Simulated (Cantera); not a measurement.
A closed system holds: 1 mol C2H2, a varied amount of H2, 11 mol N2, 0.31 mol NH3, at 2252 °C and 13.3 mbar.

Cantera equilibrium calculation (NASA polynomials, part measured and part estimated; ideal gas, pure solids and liquids). Candidate condensed phases: C, C6H6, C7H8, C8H18; 92 gas species. Equilibrium is a limit: real reactors are often held back by kinetics, nucleation or transport.

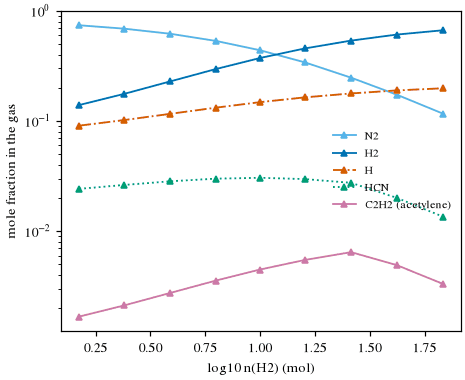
*Equilibrium gas composition (values under 1e-9 drawn at 1e-9)*

**Question.** Read off the mole fractions at 10 mol H2.

**Answer.** N2 about 0.44, H2 about 0.37, H about 0.15, HCN about 0.030, C2H2 (acetylene) about 0.0045.
